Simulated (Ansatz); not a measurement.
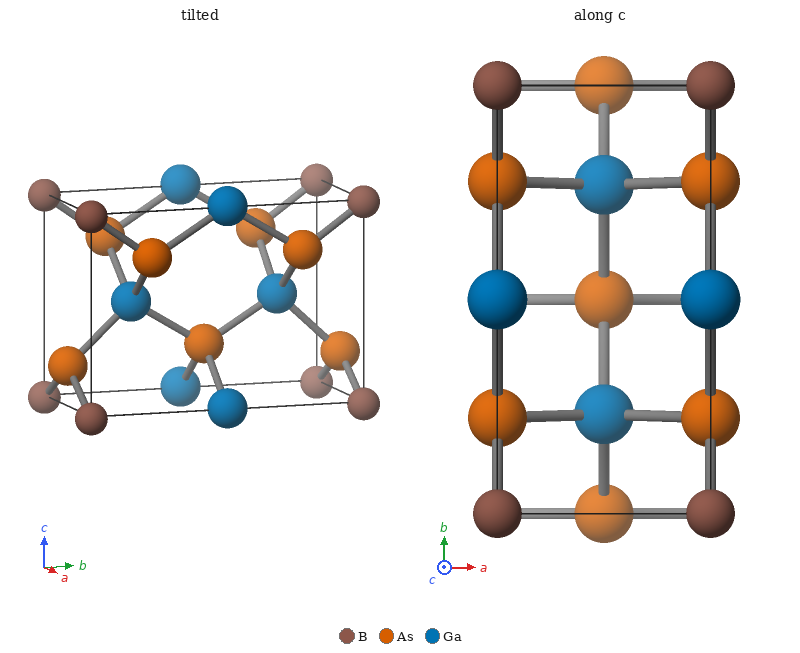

We look at a ball-and-stick model of the crystal slightly off an axis and along the c axis. The lines enclose the conventional unit cell; boundary atoms appear with their images.

Ga$_{3}$BAs$_{4}$, space group Pmm2 (No. 25), a = 3.836 Å, b = 7.707 Å, c = 5.478 Å, α = 90.00°, β = 90.00°, γ = 90.00°. Its origin is a structure type filled with these elements by a generator (whether the compound takes this form wasn't checked). Earlier steps of the study, as a rule a relaxation of our own, may have changed the cell and positions, so they can lie some per cent off the listed ones. It was run through Ansatz as a DFT input.

This one geometry was computed with Ansatz (DFT, plane waves, PAW) at five levels of theory: HSE06, PBE0, PBE, r2SCAN and PBE with spin-orbit coupling. It was relaxed beforehand with r2SCAN.

Which level gives the highest pressure at this volume, and what does that say about its equilibrium volume?

Answer. Highest: PBE (2.7 GPa) and PBE with spin-orbit coupling (2.6 GPa), which points to the largest equilibrium volume. Lowest, with the smallest volume: HSE06 (0.4 GPa), PBE0 (0.2 GPa) and r2SCAN (0.0 GPa). Levels within 0.5 GPa of each other can't be told apart.

How does the band gap change with the level of theory?

Answer. PBE with spin-orbit coupling: a gap of 0.44 eV, indirect; PBE: a gap of 0.49 eV, indirect; r2SCAN: a gap of 0.76 eV, indirect; HSE06: a gap of 1.20 eV, indirect; PBE0: a gap of 1.85 eV, indirect.

Collect the results in a table.

Answer.
| level | cutoff (eV) | k-mesh of the run's cell | gap (eV) | pressure (GPa) |
| --- | --- | --- | --- | --- |
| HSE06 | 420 | 4×2×4 | 1.20 | 0.4 |
| PBE0 | 420 | 4×2×4 | 1.85 | 0.2 |
| PBE | 420 | 6×4×6 | 0.49 | 2.7 |
| r2SCAN | 500 | 6×4×6 | 0.76 | 0.0 |
| PBE with spin-orbit coupling | 420 | 6×4×6 | 0.44 | 2.6 |

Gaps are taken on the k-mesh or band path of each run.
